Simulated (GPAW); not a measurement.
# SiO2: optical spectrum from first principles

Aim: the dielectric function of SiO2, and the optical constants that follow from it.

Program: GPAW 26.7.0. Level of theory: DFT, PBE, plane-wave PAW (GPAW data sets), scalar-relativistic, RPA, optical limit. Results are calculated unless marked as measured.

## 1. The starting structure

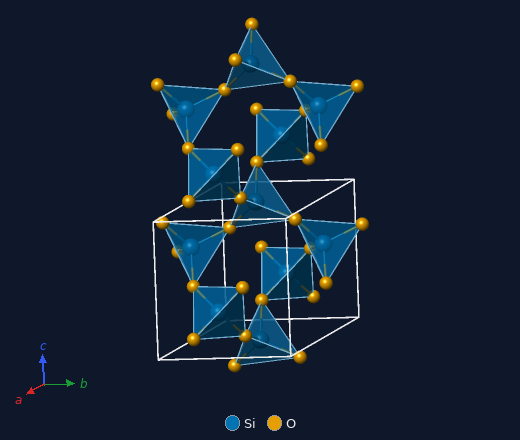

Start, viewed slightly off an axis; silicon blue, oxygen orange. 1×1×2 cells are drawn. Some periodic images of atoms are drawn too.

## 2. Ground state

First the ground state: is it a metal or has it a gap?

This step: DFT, PBE, plane-wave PAW (GPAW data sets), scalar-relativistic, ground state (GPAW 26.7.0).

gs.py reads:

```python
from ase import Atoms
from ase.dft.bandgap import bandgap
from gpaw import GPAW, PW, FermiDirac

atoms = Atoms(['Si', 'Si', 'Si', 'O', 'O', 'O', 'O', 'O', 'O'],
              cell=[[4.916360000000, 0.000000000000, 0.000000000000],
                    [-2.458180000000, 4.257692654100, 0.000000000000],
                    [0.000000000000, 0.000000000000, 5.408400000000]],
              scaled_positions=[[0.530270000000, 0.530270000000, 0.000000000000],
                                [0.000000000000, 0.469730000000, 0.333333333300],
                                [0.469730000000, 0.000000000000, 0.666666666700],
                                [0.586460000000, 0.854040000000, 0.881086666700],
                                [0.145960000000, 0.732420000000, 0.547753333300],
                                [0.267580000000, 0.413540000000, 0.214420000000],
                                [0.854040000000, 0.586460000000, 0.118913333300],
                                [0.732420000000, 0.145960000000, 0.452246666700],
                                [0.413540000000, 0.267580000000, 0.785580000000]],
              pbc=[True, True, True])
atoms.calc = GPAW(mode=PW(550), xc='PBE', kpts={'size': (6, 6, 5), 'gamma': True},
                  occupations=FermiDirac(0.05), maxiter=150, txt='gs.txt')
print('energy (eV)', atoms.get_potential_energy())
print('Fermi level (eV)', atoms.calc.get_fermi_level())
print('valence electrons', atoms.calc.get_number_of_electrons())
print('gap (eV)', bandgap(atoms.calc, output=None)[0])
print('direct gap (eV)', bandgap(atoms.calc, direct=True, output=None)[0])
atoms.calc.write('gs.gpw')
```

The run is started by

```
> OMP_NUM_THREADS=1 python gs.py
```

Numbers of over 12 decimals in the logs are rounded to 6 here.

What it wrote:

```text
__  _  _
 | _ |_)|_||  |
 |__||  | ||/\| - 26.7.0

Versions:
  Python: 3.12.14
  ASE:    3.29.0
  Numpy:  2.5.5
  Scipy:  1.18.1
  Libxc:  7.0.0

Input parameters:
  mode=PW(ecut=550.0),
  kpts=MonkhorstPack(size=(6, 6, 5), gamma=True),
  maxiter=150,
  occupations=Occupations(name='fermi-dirac', width=0.05, fixmagmom=False),
  xc=XC(name='PBE')

Diagonalizing LCAO Hamiltonian
Converting LCAO to pw mode

               O

          O   O

                Si
         Si        O
            O      O
               Si

Atoms  # Å, Bohr magnetons
|   | symbol |         x |        y |        z |    initial magnetic moments |
| 0 |     Si |  1.303499 | 2.257727 | 0.000000 | ( 0.0000,  0.0000,  0.0000) |
| 1 |     Si | -1.154681 | 1.999966 | 1.802800 | ( 0.0000,  0.0000,  0.0000) |
| 2 |     Si |  2.309362 | 0.000000 | 3.605600 | ( 0.0000,  0.0000,  0.0000) |
| 3 |      O |  0.783864 | 3.636240 | 4.765269 | ( 0.0000,  0.0000,  0.0000) |
| 4 |      O | -1.082828 | 3.118419 | 2.962469 | ( 0.0000,  0.0000,  0.0000) |
| 5 |      O |  0.298964 | 1.760726 | 1.159669 | ( 0.0000,  0.0000,  0.0000) |
| 6 |      O |  2.757144 | 2.496966 | 0.643131 | ( 0.0000,  0.0000,  0.0000) |
| 7 |      O |  3.242044 | 0.621453 | 2.445931 | ( 0.0000,  0.0000,  0.0000) |
| 8 |      O |  1.375352 | 1.139273 | 4.248731 | ( 0.0000,  0.0000,  0.0000) |

Unit cell  # Å
| periodic |         x |        y |        z |  lengths |     angles |
|      yes |  4.916360 | 0.000000 | 0.000000 | 4.916360 |  90.000000 |
|      yes | -2.458180 | 4.257693 | 0.000000 | 4.916360 |  90.000000 |
|      yes |  0.000000 | 0.000000 | 5.408400 | 5.408400 | 120.000000 |

Number of symmetries: 2
Symmetry operations  # r_c * U_cc + t_c -> r_c
|   | kind |            matrix            |
| 0 |  E   |  1, 0, 0,  0, 1, 0,  0, 0, 1 |
| 1 |  C2  |  0, 1, 0,  1, 0, 0,  0, 0,-1 |

BZ-sampling:
  Number of BZ points: 180
  Number of IBZ points: 55

  Monkhorst-Pack size: [6, 6, 5]
  Monkhorst-Pack shift: [0.083333, 0.083333, 0.0]

K-points  # in reciprocal-cell coordinates
|     |                                coordinates |     weight |
|   0 | (  0.00000000,   0.00000000,   0.00000000) | 0.00555556 |
|   1 | (  0.00000000,   0.00000000,   0.20000000) | 0.01111111 |
|   2 | (  0.00000000,   0.00000000,   0.40000000) | 0.01111111 |
|   3 | (  0.16666667,  -0.16666667,  -0.40000000) | 0.01111111 |
|   4 | (  0.16666667,  -0.16666667,  -0.20000000) | 0.01111111 |
|   5 | (  0.16666667,  -0.16666667,   0.00000000) | 0.01111111 |
|   6 | (  0.16666667,  -0.16666667,   0.20000000) | 0.01111111 |
|   7 | (  0.16666667,  -0.16666667,   0.40000000) | 0.01111111 |
|   8 | (  0.16666667,   0.00000000,  -0.40000000) | 0.02222222 |
|   9 | (  0.16666667,   0.00000000,  -0.20000000) | 0.02222222 |
| ... |                                            |            |
|  54 | (  0.50000000,   0.50000000,   0.40000000) | 0.01111111 |

Plane wave coefficients: 3339
Cutoff: 550.0 eV

Spin-components: 1 (collinear spins)
Bands:           33
Projectors:      45
Spin-degeneracy: 2
Datatype:        complex128

Parallelization:
  kpt:    1
  domain: 1
  band:   1

Density:
  Valence electrons: 48.0
  Components: 1
  Grid points: [27 27 30]
  Charge: 0.0  # |e|

Potential:
  Grid points: [27 27 30]

species:
  Si:
    name:    Silicon
    id:
    Z:       14.0
    valence: 4
    core:    10
    charge:  0.0  # [|e|]
    compensation charges:
      type: gauss
      rc: 0.33  # [Å]
      lmax: 2
    cutoffs:
      filter: 1.86  # [Å]
      core: 2.06  # [Å]
    projectors
    | kind |    occ | energy [eV] | rcut [Å] |
    |   3s |  2.000 |     -10.812 |    1.058 |
    |   3p |  2.000 |      -4.081 |    1.058 |
    |    s |        |      16.399 |    1.058 |
    |    p |        |      23.130 |    1.058 |
    |    d |        |       0.000 |    1.058 |

    Using partial waves for Si as LCAO basis

  O:
    name:    Oxygen
    id:
    Z:       8.0
    valence: 6
    core:    2
    charge:  0.0  # [|e|]
    compensation charges:
      type: gauss
      rc: 0.21  # [Å]
      lmax: 2
    cutoffs:
      filter: 1.17  # [Å]
      core: 0.83  # [Å]
    projectors
    | kind |    occ | energy [eV] | rcut [Å] |
    |   2s |  2.000 |     -23.961 |    0.688 |
    |   2p |  4.000 |      -9.029 |    0.598 |
    |    s |        |       3.251 |    0.688 |
    |    p |        |      18.182 |    0.598 |
    |    d |        |       0.000 |    0.619 |

    Using partial waves for O as LCAO basis

Reference energy: -35904.146557  # eV

eigensolver:
  PPCG
  Converge bands: occupied
  niter=2

density mixing:
  MSR1-Mixer
  Pratt-step length: 0.05
  Maximum mixing coefficient: 0.75
  Old densities: 10
  SVD Regularization: 0.005
  Good broyden scale: 1.0
  Trust region scale: 1.0
  Backstep threshold: 4.0
  History deletion threshold: 6.0
  Fourier metric: weight=20.0, sigma=0.015

occupation numbers:
  Fermi-Dirac:
    width: 0.0500  # eV

poisson solver:
  ecut: 4400.0  # eV

xc functional:
  name: PBE with 2 nearest neighbor stencil

convergence criteria:
- Maximum [total energy] change in last 3 cyles: 0.0005 eV / valence electron
- Maximum integral of absolute [dens]ity change: 0.0001 electrons / valence electron
- Maximum integral of absolute [eigenst]ate change: 4e-08 eV^2 / valence electron
maximum number of iterations: 150

SCF iterations
|iter     |      energy | eigst |  dens |
|iter:   1||  -78.430630 | +0.05 |       |
|iter:   2||  -76.401375 | -1.57 | -0.69 |
|iter:   3||  -70.191541 | -0.67 | -0.74 |
|iter:   4||  -70.306131 | -2.61 | -1.36 |
|iter:   5||  -70.355528 | -3.17 | -1.66 |
|iter:   6||  -70.355928 | -4.76 | -2.76 |
|iter:   7||  -70.355972c| -6.24 | -3.26 |
|iter:   8||  -70.355975c| -7.50c| -3.94 |
|iter:   9||  -70.355975c| -7.89c| -4.85c|

Converged in 9 steps
SCF loop duration: 105.888 s (11.765 s/step)
Energy contributions relative to reference atoms: (reference = -35904.146557)

Energy contributions:
  Kinetic:          86.786740
  Coulomb:         -77.875313
  Zero:              0.453773
  External:          0.000000
  Xc:              -79.721174
  Entropy:          -0.000000
  Spinorbit:         0.000000
  ----------------------------
  Free energy:     -70.355975
  Extrapolated:    -70.355975

dipole moment: (-5.237186, -9.071072, -11.522469)  # |e|*Ang

Fermi level: 2.681
Eigenvalues  # (at kpt = [0.000, 0.000, 0.000])
| band index |      eig [eV] | occ [0-2] |
|          0 |       -18.043 |     2.000 |
|        ... |               |           |
|         16 |        -0.099 |     2.000 |
|         17 |        -0.098 |     2.000 |
|         18 |        -0.072 |     2.000 |
|         19 |         0.383 |     2.000 |
|         20 |         0.383 |     2.000 |
|         21 |         0.707 |     2.000 |
|         22 |         1.075 |     2.000 |
|         23 |         1.075 |     2.000 |
|         24 |         7.405 |     0.000 |
|         25 |        10.682 |     0.000 |
|         26 |        10.684 |     0.000 |
|         27 |        11.149 |     0.000 |
|         28 |        11.150 |     0.000 |
|         29 |        12.414 |     0.000 |
|         30 |        13.053 |     0.000 |
|         31 |        13.655 |     0.000 |
|         32 |        14.518 |     0.000 |

Gap: 6.010 eV
Transition (v -> c):
  (s=0, k=36, n=23, [0.33, 0.33, 0.00]) -> (s=0, k=0, n=24, [0.00, 0.00, 0.00])
Direct/indirect transitions are different
Direct gap: 6.330 eV
Transition at: (s=0, k=0, n=23, [0.00, 0.00, 0.00])

--- standard output ---
energy (eV) -70.355975
Fermi level (eV) 2.681039
valence electrons 48.0
gap (eV) 6.010498
direct gap (eV) 6.329880
```

The job ended after 1.9 min (1 thread of Arm Neoverse V1, shared host; peak memory 0.31 GiB).

This step gave:

| Property | Result |
| --- | --- |
| energy | -70.3560 eV |
| Fermi energy | 2.681 eV |
| gap on the k-mesh | 6.010 eV |
| direct gap on the mesh | 6.330 eV |
| electrons | 48 |

There is a gap, 6.01 eV on this mesh (points off the mesh can give less), so no carriers' term is needed.

## 3. Bands for the response

At the fixed density, many empty bands are solved on the mesh of the response, since the spectrum sums over them.

This step: DFT, PBE, plane-wave PAW (GPAW data sets), scalar-relativistic, bands at fixed density (GPAW 26.7.0).

nscf.py reads:

```python
from ase.dft.bandgap import bandgap
from gpaw import GPAW, FermiDirac

calc = GPAW('gs.gpw').fixed_density(kpts={'size': (6, 6, 5), 'gamma': True}, nbands=72, convergence={'bands': 66},
                                    occupations=FermiDirac(0.001), txt='nscf.txt')
print('gap (eV)', bandgap(calc, output=None)[0])
print('direct gap (eV)', bandgap(calc, direct=True, output=None)[0])
print('top band over the Fermi level (eV)', min(calc.get_eigenvalues(kpt=k)[65] for k in range(len(calc.get_ibz_k_points()))) - calc.get_fermi_level())
calc.write('full.gpw', mode='all')
```

The run is started by

```
> OMP_NUM_THREADS=1 python nscf.py
```

What it wrote:

```text
Diagonalizing LCAO Hamiltonian
Converting LCAO to pw mode
convergence criteria:
- Maximum integral of absolute [eigenst]ate change: 4e-08 eV^2 / valence electron
maximum number of iterations: 150

SCF iterations
|iter     |      energy | eigst |  dens |
|iter:   1||             | +3.30 |       |
|iter:   2||             | +2.13 |       |
|iter:   3||             | +1.08 |       |
|iter:   4||             | +0.11 |       |
|iter:   5||             | -0.55 |       |
|iter:   6||             | -1.05 |       |
|iter:   7||             | -1.53 |       |
|iter:   8||             | -1.94 |       |
|iter:   9||             | -2.36 |       |
|iter:  10||             | -2.76 |       |
|iter:  11||             | -3.18 |       |
|iter:  12||             | -3.61 |       |
|iter:  13||             | -4.07 |       |
|iter:  14||             | -4.55 |       |
|iter:  15||             | -5.04 |       |
|iter:  16||             | -5.54 |       |
|iter:  17||             | -6.04 |       |
|iter:  18||             | -6.53 |       |
|iter:  19||             | -6.94 |       |
|iter:  20||             | -7.33 |       |
|iter:  21||             | -7.61c|       |
SCF steps: 21
  __  _  _
 | _ |_)|_||  |
 |__||  | ||/\| - 26.7.0

Versions:
  Python: 3.12.14
  ASE:    3.29.0
  Numpy:  2.5.5
  Scipy:  1.18.1
  Libxc:  7.0.0

Input parameters:
  mode=PW(ecut=550.0),
  convergence={'bands': 66},
  gpts=array([27, 27, 30]),
  kpts=MonkhorstPack(size=(6, 6, 5), gamma=True),
  maxiter=150,
  nbands=72,
  occupations=Occupations(name='fermi-dirac', width=0.001, fixmagmom=False),
  parallel={},
  xc=XC(name='PBE')

--- standard output ---
gap (eV) 6.010498
direct gap (eV) 6.329880
top band over the Fermi level (eV) 26.302198
```

Run time: 8.7 min. Hardware: 1 thread; peak memory 0.46 GiB.

## 4. Dielectric function, RPA

Transitions between filled and empty bands, summed over the zone, give the optical response, so mesh, band count and broadening shape it.

The induced potential is part of this response.

This step: DFT, PBE, plane-wave PAW (GPAW data sets), scalar-relativistic, RPA, optical limit (GPAW 26.7.0).

df.py reads:

```python
from gpaw.response.df import DielectricFunction

df = DielectricFunction('full.gpw', frequencies={'type': 'nonlinear', 'domega0': 0.03, 'omega2': 8},
                        ecut=50,
                        eta=0.12,
                        nbands=66,
                        txt='df.txt')
for direction in ['x', 'z']:
    df.get_dielectric_function(xc='RPA', direction=direction, filename=f'df_{direction}.csv')
```

The run is started by

```
> OMP_NUM_THREADS=1 python df.py
```

What it wrote:

```text
Using integrator: PointIntegrator
NonLinearFrequencyDescriptor(from 0.000 to 48.709 eV, 462 points)
Nonperiodic BCs:  [False False False]
Using integrator: PointIntegrator
NonLinearFrequencyDescriptor(from 0.000 to 48.709 eV, 462 points)
Nonperiodic BCs:  [False False False]

Calculating chi0 body with:
    Ground state adapter containing:
    Number of spins: 1
    Number of kpoints: 180
    Number of irreducible kpoints: 55
    Number of completely occupied states: 24
    Number of partially occupied states: 24

    Linear response parametrization:
    q_c: [0.0, 0.0, 0.0]
    Number of frequency points: 462
    Planewave cutoff: 50.0
    Number of bands: 66
    Number of planewaves: 85
    Broadening (eta): 0.12

Integrating chi0 body.

Symmetries of q_c:
    Direct symmetries (Uq -> q): 2
    Indirect symmetries (TUq -> q): 2
In total 4 allowed symmetries.

55 groups of equivalent kpoints. 69.444444% reduction.

Integral kind: spectral function

Calculating chi0 optical extensions with:
    Ground state adapter containing:
    Number of spins: 1
    Number of kpoints: 180
    Number of irreducible kpoints: 55
    Number of completely occupied states: 24
    Number of partially occupied states: 24

    Linear response parametrization:
    Number of frequency points: 462
    Planewave cutoff: 50.0
    Number of bands: 66
    Number of planewaves: 85
    Broadening (eta): 0.12
Integrating chi0 head and wings.

Symmetries of q_c:
    Direct symmetries (Uq -> q): 2
    Indirect symmetries (TUq -> q): 2
In total 4 allowed symmetries.

55 groups of equivalent kpoints. 69.444444% reduction.

Integral kind: spectral function wings
```

It took 60 s on 1 thread; peak memory 0.39 GiB.

Read-outs, printed or worked out from the files:

| Quantity | Value |
| --- | --- |
| electronic dielectric constant ε∞, mean over x, y and z (by symmetry where fewer were run) | 2.321 |

The Im ε has structure finer than the step of the table below, so its rows give means over 1 eV, whole bins alone (the curve runs from 0 to 14.0 eV). Peaks (eV: height): E ∥ x 10.4: 3.02; E ∥ z 9.7: 3.10.

Sum at mesh points, not converged in k; values under the direct gap are tails of Lorentzian lines. The Im ε by photon energy; means over each step:

| photon energy (eV) | E ∥ x | E ∥ z |
| --- | --- | --- |
| 1 | 0.00198 | 0.00207 |
| 2 | 0.00418 | 0.00437 |
| 3 | 0.00687 | 0.00719 |
| 4 | 0.0106 | 0.0111 |
| 5 | 0.0164 | 0.0173 |
| 6 | 0.0285 | 0.0295 |
| 7 | 0.0926 | 0.0928 |
| 8 | 0.561 | 0.583 |
| 9 | 1.30 | 1.61 |
| 10 | 2.59 | 2.73 |
| 11 | 2.38 | 2.11 |
| 12 | 1.85 | 1.91 |
| 13 | 1.89 | 1.90 |

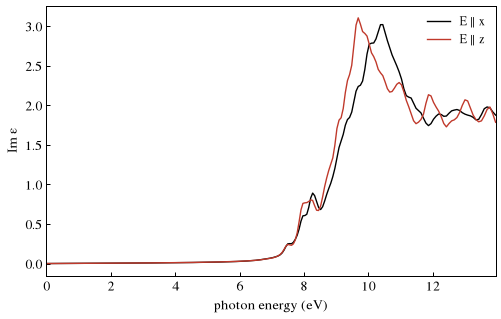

Im ε, plotted against photon energy.

The reflectivity at normal incidence has structure finer than the step of the table below, so its rows give means over 0.5 eV, whole bins alone (the curve runs from 0 to 14.0 eV). Peaks (eV: height): E ∥ x 10.38: 15.7, 13.69: 10.3; E ∥ z 9.62: 16.6, 11.87: 11.1, 13.08: 10.8.

Sum at mesh points, not converged in k. The reflectivity at normal incidence by photon energy; means over each step:

| photon energy (eV) | E ∥ x (%) | E ∥ z (%) |
| --- | --- | --- |
| 0.5 | 4.27 | 4.40 |
| 1.0 | 4.30 | 4.43 |
| 1.5 | 4.34 | 4.47 |
| 2.0 | 4.41 | 4.54 |
| 2.5 | 4.49 | 4.63 |
| 3.0 | 4.60 | 4.74 |
| 3.5 | 4.74 | 4.88 |
| 4.0 | 4.91 | 5.06 |
| 4.5 | 5.11 | 5.28 |
| 5.0 | 5.37 | 5.55 |
| 5.5 | 5.70 | 5.89 |
| 6.0 | 6.12 | 6.33 |
| 6.5 | 6.68 | 6.93 |
| 7.0 | 7.50 | 7.81 |
| 7.5 | 8.67 | 9.10 |
| 8.0 | 9.92 | 10.4 |
| 8.5 | 10.1 | 11.1 |
| 9.0 | 12.2 | 13.5 |
| 9.5 | 13.4 | 15.6 |
| 10.0 | 14.8 | 14.6 |
| 10.5 | 15.1 | 12.1 |
| 11.0 | 12.5 | 11.5 |
| 11.5 | 10.2 | 9.51 |
| 12.0 | 9.31 | 10.5 |
| 12.5 | 9.80 | 9.16 |
| 13.0 | 9.80 | 10.3 |
| 13.5 | 9.77 | 9.56 |

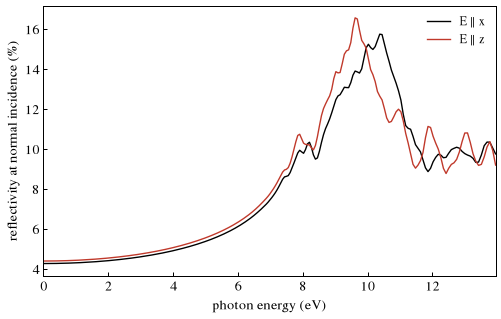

Reflectivity at normal incidence, plotted against photon energy.

The Im ε, E ∥ x has structure finer than the step of the table below, so its rows give means over 1 eV, whole bins alone (the curve runs from 0 to 14.0 eV). Peaks (eV: height): without local fields 10.4: 3.49; with local fields 10.4: 3.02.

Sum at mesh points, not converged in k; values under the direct gap are tails of Lorentzian lines. Im ε, E ∥ x against photon energy; means over each step:

| photon energy (eV) | without local fields | with local fields |
| --- | --- | --- |
| 1 | 0.00226 | 0.00198 |
| 2 | 0.00477 | 0.00418 |
| 3 | 0.00784 | 0.00687 |
| 4 | 0.0120 | 0.0106 |
| 5 | 0.0186 | 0.0164 |
| 6 | 0.0317 | 0.0285 |
| 7 | 0.0975 | 0.0926 |
| 8 | 0.587 | 0.561 |
| 9 | 1.44 | 1.30 |
| 10 | 2.99 | 2.59 |
| 11 | 2.78 | 2.38 |
| 12 | 2.45 | 1.85 |
| 13 | 2.26 | 1.89 |

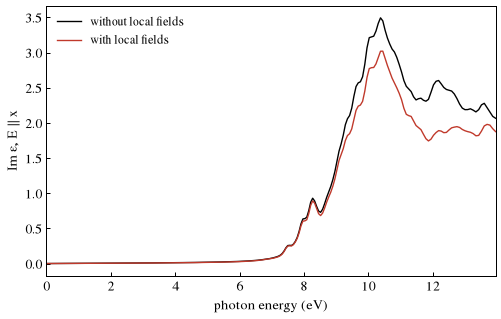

Im ε, E ∥ x against photon energy.

Sum at mesh points, not converged in k; values under the direct gap are tails of Lorentzian lines. The loss function −Im 1/ε at q → 0 by energy loss; read off at these points:

| energy loss (eV) | E ∥ x | E ∥ z |
| --- | --- | --- |
| 0.0 | 0 | 0 |
| 1.0 | 3.7e-4 | 3.7e-4 |
| 2.0 | 7.6e-4 | 7.7e-4 |
| 3.0 | 0.00120 | 0.00122 |
| 4.0 | 0.00173 | 0.00176 |
| 5.0 | 0.00245 | 0.00250 |
| 6.0 | 0.00363 | 0.00367 |
| 7.0 | 0.00764 | 0.00706 |
| 8.0 | 0.0464 | 0.0547 |
| 9.0 | 0.0740 | 0.0807 |
| 10.0 | 0.147 | 0.204 |
| 11.0 | 0.281 | 0.261 |
| 11.7 | 0.300 | 0.242 |
| 12.0 | 0.269 | 0.284 |
| 13.0 | 0.301 | 0.280 |

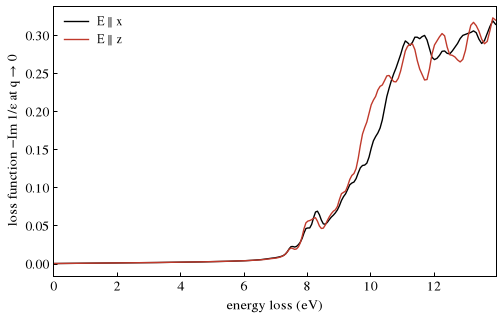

Loss function −Im 1/ε at q → 0 against energy loss.

From ε follow the optical constants at some laser and lamp lines:

| wavelength (nm) | n x | k x | R (%) x | 1/α x | n z | k z | R (%) z | 1/α z |
| --- | --- | --- | --- | --- | --- | --- | --- | --- |
| 1550 | 1.52 | 0.001 | 4.3 | 239 µm | 1.53 | 0.001 | 4.4 | 231 µm |
| 800 | 1.53 | 0.001 | 4.3 | 62 µm | 1.54 | 0.001 | 4.5 | 60 µm |
| 450 | 1.54 | 0.002 | 4.5 | 18 µm | 1.55 | 0.002 | 4.7 | 17 µm |
| 365 | 1.55 | 0.003 | 4.7 | 11 µm | 1.56 | 0.003 | 4.9 | 11 µm |
| 308 | 1.57 | 0.003 | 4.9 | 7.3 µm | 1.58 | 0.004 | 5.1 | 7.0 µm |
| 248 | 1.60 | 0.005 | 5.4 | 3.9 µm | 1.62 | 0.005 | 5.5 | 3.7 µm |
| 193 | 1.69 | 0.011 | 6.6 | 1.4 µm | 1.71 | 0.011 | 6.8 | 1.4 µm |

Below the direct gap, k and the depth come from the tails of the Lorentzian lines, not from transitions.

## 5. Summary of results

```yaml
electronic_dielectric_constant_eps_infinity_mean_over_x_y_and_z_by_symmetry_where_fewer_were_run_rpa: 2.32
```

At this level (PBE, RPA) SiO2 has a mean ε∞ = 2.32 and n = 1.52 at 1550 nm (E ∥ x). On the mesh the gap is 6.01 eV and the least direct gap 6.33 eV, so on this mesh the band edges lie at different points. Local fields change the static value along x from 2.45 to 2.31 (-6 %). The static values by axis are 2.31 (x), 2.34 (z). Excitons and phonon-assisted transitions are missing; PBE gaps are as a rule too small, which pulls the onset down and ε∞ up. In this version of GPAW the matrix elements of the optical limit are incomplete, which can lower ε − 1 by up to a tenth where first-row anions or d states rule, and shift it by more in d metals. The sum runs over mesh points 0.25 Å⁻¹ apart with no interpolation, so peaks are partly noise of the mesh and static values carry its error.

[Machine, clock and banner lines and Python warnings are left out of the logs.]

[Logs are printed without paths, hosts, clocks, repeated set-up lines and the standing remarks that a program may print on its own settings, such as how far it seeks lower states.]

[Hosts, paths, dates, database ids (printed as entryN), source tags and the programs' standing remarks are cut or masked in the printed files.]
